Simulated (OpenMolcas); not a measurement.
**Multiconfigurational calculation for Tm³⁺ complex (part 2 of 2)**

The same run, continued: Tm³⁺ with 6 ligands (Cl; octahedron, 2.633 Å), embedded in Cs2NaYCl6 by model potentials and point charges, whose field is part of the energies. Method: state-averaged CASSCF, active space 12 electrons in the shell 4f, basis ANO-RCC-VDZP on the metal and ANO-RCC-VDZP on the ligands, DKH2 scalar Hamiltonian, spin-orbit coupling by RASSI with atomic mean-field integrals (OpenMolcas).

### Output (extracts), continued
```
--- RASSI ---
SPIN-FREE ENERGIES:
  (Shifted by EMIN (a.u.) =     -16321.5951101851)

 SF State       Relative EMIN(au)   Rel lowest level(eV)    D:o, cm**(-1)

     1             0.0000000000        0.0000000000              0.0000
     2             0.0000000000        0.0000000000              0.0000
     3             0.0000000000        0.0000000000              0.0000
     4             0.0002270796        0.0061791496             49.8382
     5             0.0002270796        0.0061791496             49.8382
     6             0.0004918648        0.0133843243            107.9519
     7             0.0004918648        0.0133843243            107.9519
     8             0.0004918648        0.0133843243            107.9519
     9             0.0010811575        0.0294197931            237.2866
    10             0.0010811575        0.0294197931            237.2866
    11             0.0010811575        0.0294197931            237.2866
    12             0.0364188696        0.9910079274           7993.0180
    13             0.0364188696        0.9910079274           7993.0180
    14             0.0364188696        0.9910079274           7993.0180
    15             0.0364387159        0.9915479723           7997.3737
    16             0.0366395492        0.9970129262           8041.4516
    17             0.0366395492        0.9970129262           8041.4516
    18             0.0366395492        0.9970129262           8041.4516
    22             0.0403797244        1.0987882767           8862.3251
    23             0.0403797244        1.0987882767           8862.3251
    24             0.0403797244        1.0987882767           8862.3251
    25             0.0418124686        1.1377752318           9176.7761
    26             0.0418124686        1.1377752318           9176.7761
    27             0.0419004095        1.1401682264           9196.0769
    28             0.0419004095        1.1401682264           9196.0769
    29             0.0419004095        1.1401682264           9196.0769
    30             0.0420287445        1.1436604002           9224.2432
    31             0.1268817718        3.4526288991          27847.3301
    32             0.1268817718        3.4526288991          27847.3301
    33             0.1277529210        3.4763340776          28038.5252
    34             0.1277529210        3.4763340776          28038.5252
    35             0.1277529210        3.4763340776          28038.5252
    36             0.1537250365        4.1830713441          33738.7457
    37             0.1537250365        4.1830713441          33738.7457
    38             0.1538002468        4.1851179194          33755.2525
    39             0.1538002468        4.1851179194          33755.2525
    40             0.1538002468        4.1851179194          33755.2525
    41             0.1540788521        4.1926991569          33816.3993
    42             0.1546732365        4.2088731812          33946.8516
    43             0.1546732365        4.2088731812          33946.8516
Eigenvalues of complex Hamiltonian:
   -----------------------------------
  (Shifted by EMIN (a.u.) =     -16321.5951101851)

 SO State       Relative EMIN(au)   Rel lowest level(eV)    D:o, cm**(-1)

     1            -0.0318981727        0.0000000000              0.0000
     2            -0.0317766866        0.0033058046             26.6631
     3            -0.0317766866        0.0033058046             26.6631
     4            -0.0317766867        0.0033058046             26.6631
     5            -0.0316371865        0.0071017971             57.2799
     6            -0.0316371865        0.0071017972             57.2799
     7            -0.0316371865        0.0071017973             57.2799
     8            -0.0314105501        0.0132688882            107.0208
     9            -0.0310565349        0.0229021321            184.7182
    10            -0.0310565349        0.0229021327            184.7182
    11            -0.0310565349        0.0229021321            184.7182
    12            -0.0310010431        0.0244121413            196.8972
    13            -0.0310010431        0.0244121418            196.8972
    14            -0.0014215211        0.8293119383           6688.8519
    15            -0.0014215211        0.8293119382           6688.8519
    16            -0.0014215211        0.8293119381           6688.8519
    17            -0.0006906383        0.8492002734           6849.2621
    18            -0.0006906383        0.8492002735           6849.2621
    19            -0.0006232032        0.8510352755           6864.0624
    20            -0.0006232032        0.8510352755           6864.0624
    21            -0.0006232032        0.8510352754           6864.0624
    22            -0.0005170437        0.8539240234           6887.3617
    23             0.0063222179        1.0400298122           8388.4061
    24             0.0063222179        1.0400298121           8388.4061
    25             0.0063222179        1.0400298121           8388.4061
    26             0.0064075015        1.0423504967           8407.1237
    27             0.0064075015        1.0423504964           8407.1237
    28             0.0067067565        1.0504936408           8472.8026
    29             0.0067067565        1.0504936412           8472.8026
    30             0.0067067565        1.0504936413           8472.8026
    31             0.0069525507        1.0571820413           8526.7482
    32             0.0069525507        1.0571820419           8526.7482
    33             0.0069525507        1.0571820419           8526.7482
    34             0.0290237773        1.6577707137          13370.8225
    35             0.0290237773        1.6577707136          13370.8225
    36             0.0290760493        1.6591931054          13382.2949
    37             0.0290760493        1.6591931053          13382.2949
    38             0.0290760493        1.6591931055          13382.2949
    39             0.0292857018        1.6648980413          13428.3083
    40             0.0292857018        1.6648980417          13428.3083
    41             0.0292857018        1.6648980413          13428.3083
Weights of the five most important spin-orbit-free states for each spin-orbit state.

 SO State  Total energy (au)           Spin-free states, spin, and weights
 -------------------------------------------------------------------------------------------------------
    1        -0.031898       3 1.0  0.3310    1 1.0  0.3310    2 1.0  0.3310   48 0.0  0.0064   11 1.0  0.0001
    2        -0.031777       3 1.0  0.2541    4 1.0  0.1851    1 1.0  0.1749    2 1.0  0.1540    5 1.0  0.1149
    3        -0.031777       3 1.0  0.2484    1 1.0  0.1943    4 1.0  0.1795    2 1.0  0.1403    5 1.0  0.1206
    4        -0.031777       2 1.0  0.2887    5 1.0  0.2146    1 1.0  0.2138    4 1.0  0.0855    3 1.0  0.0805
    5        -0.031637       4 1.0  0.4130    7 1.0  0.1512    8 1.0  0.1510    2 1.0  0.1247    1 1.0  0.1243
    6        -0.031637       5 1.0  0.3200    6 1.0  0.1520    7 1.0  0.1429    3 1.0  0.1247    4 1.0  0.1024
    7        -0.031637       5 1.0  0.3042    6 1.0  0.1502    8 1.0  0.1439    3 1.0  0.1243    4 1.0  0.1181
    8        -0.031411       6 1.0  0.3312    8 1.0  0.3312    7 1.0  0.3312   41 0.0  0.0065   13 1.0  0.0000
    9        -0.031057      10 1.0  0.3266    9 1.0  0.3215    6 1.0  0.1365    8 1.0  0.1245    5 1.0  0.0384
   10        -0.031057      11 1.0  0.3215   10 1.0  0.2723    8 1.0  0.1355    7 1.0  0.1353    4 1.0  0.0607
   11        -0.031057      11 1.0  0.3266    9 1.0  0.2723    6 1.0  0.1343    7 1.0  0.1257   10 1.0  0.0546
   12        -0.031001       9 1.0  0.4298   10 1.0  0.2003    7 1.0  0.1175    8 1.0  0.1093   11 1.0  0.1086
```

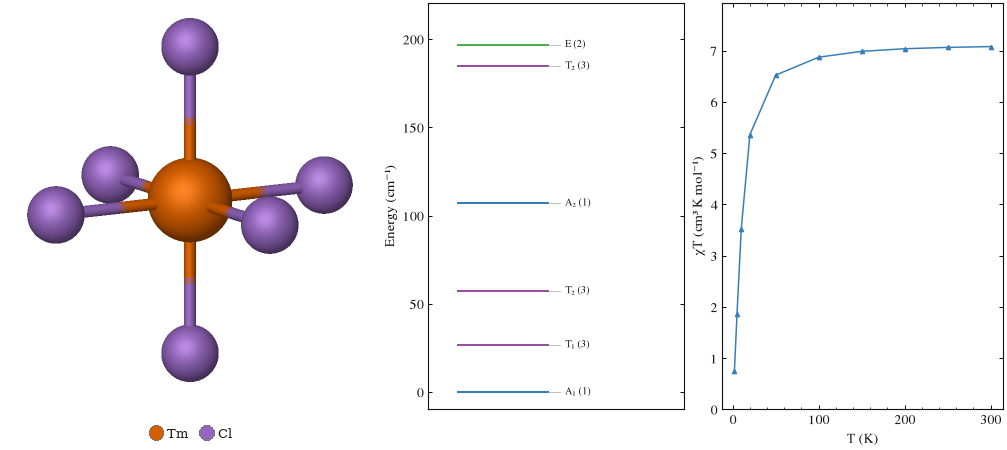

**Figure 2.** Tm³⁺ (4f¹²) as a dopant in Cs₂NaYCl₆, a cluster with its 6 nearest Cl⁻ at 2.633 Å (octahedron) embedded in model potentials and point charges; the geometry was set, not optimised, and its levels and susceptibility. Labels give the representation in O, Td, D4 or D3 as the site allows (double group for half-integer spin) where it could be assigned and, in brackets, the degeneracy; spin-free states, where drawn, share the zero of the spin-orbit levels. Powder susceptibility by Van Vleck's formula. The ground level is A₁, non-degenerate, 99 % from states of spin multiplicity 3 (of the 28 states of multiplicity 1, 27 enter the spin-orbit step), effective J = 6.01, with |mJ| = 4 the largest share (87 %). The next level lies at 27 cm⁻¹ (T₁). The lowest J multiplet spreads over 197 cm⁻¹. χT is 0.742 cm³ K mol⁻¹ at 2 K and 7.08 at 300 K, an effective moment of 7.53 μB. The active orbitals hold 100 % metal character (Löwdin), and the Mulliken charge of the metal is +1.84.

### Key numbers

| quantity | value |
| --- | --- |
| outcome | converged |
| energy of the lowest spin-free term | −16321.59511 hartree |
| energy of the lowest spin-orbit level | −16321.62701 hartree |
| largest spread among components of a term | 0.0 cm⁻¹ |
| wall time | 60 s |
| peak memory | 0.6 GiB |

### Remarks

Without dynamic correlation the splittings between terms come out too large, often by 20 to 50 %. Limits: the geometry is set by hand, with no relaxation.
